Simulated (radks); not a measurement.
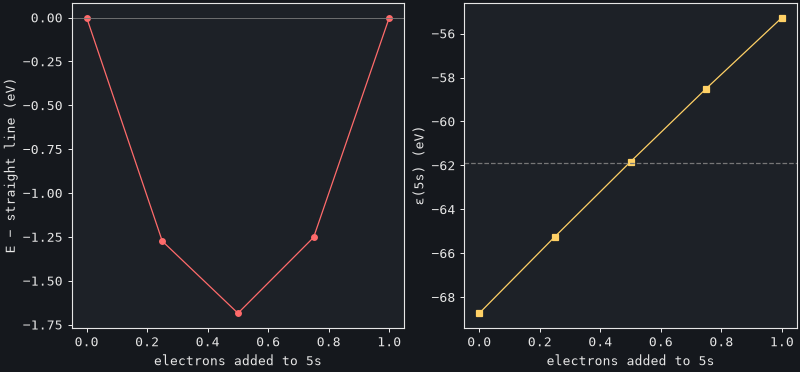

The calculation used the in-house radial solver radks at this level: Dirac Kohn-Sham, PBE, spin-unpolarised, spherical densities, finite nucleus. The occupation of the 5s shell is varied from Dy²⁺ ([Kr] 4d10 4f10 5s1 5p6 6s1 (4f5/2: 6, 4f7/2: 4)) to Dy⁺ ([Xe] 4f10 6s1 (4f5/2: 6, 4f7/2: 4)), with spherical fractional occupations. The plot shows the total energy less the straight line between the end points, and the eigenvalue of 5s (the dashed line is minus the energy to take the whole electron out).

> Describe the curve.

The curve is convex (below the straight line), with the largest deviation among the points computed, −1.68 eV, at 0.5. The end points differ by 61.9 eV, the energy to take the electron out. The eigenvalue, which is the slope of the energy (Janak's theorem), moves from −68.7 eV at 0 to −55.3 eV at 1; for a straight line it would stay constant, and a parabola would sag by an eighth of this change, scaled to a whole electron, 1.68 eV. Convexity is the delocalisation error: fractional charges are too low in energy. The shell lies under occupied ones, so the straight line is a guide here rather than an exact condition.
